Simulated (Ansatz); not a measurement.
The figure comes from a scan of LiF (rock salt): one F atom of a 2-atom cell moves by s along Cartesian [111], with its periodic images. Method: PBEsol (plane waves to 420 eV, PAW, scalar-relativistic; Ansatz, a program for electronic structure). k mesh 11×11×11 (Γ-centred), Fermi-Dirac smearing 0.05 eV. Energies are smeared free energies. LiF was relaxed with its symmetry unable to fall. The zero of ΔE is the undisplaced structure.

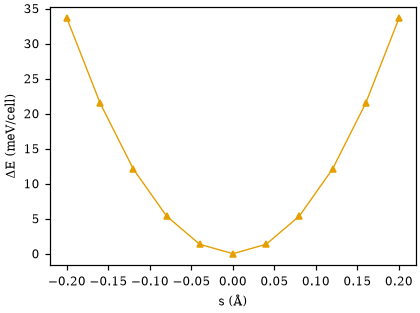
Figure. ΔE (meV/cell) against s (Å); one marker a computed point.

**Question.** Read the plotted values off the figure, to the accuracy that the plot allows.

**Answer.** To the nearest 0.5:

| s (Å) | ΔE (meV/cell) |
|---|---|
| -0.200 | 33.5 |
| -0.160 | 21.5 |
| -0.120 | 12.0 |
| -0.080 | 5.5 |
| -0.040 | 1.5 |
| 0.000 | 0.0 |
| 0.040 | 1.5 |
| 0.080 | 5.5 |
| 0.120 | 12.0 |
| 0.160 | 21.5 |
| 0.200 | 33.5 |

(For displaced atoms, the force is minus the slope of the energy, and its curvature is a force constant, which sets phonon frequencies.)
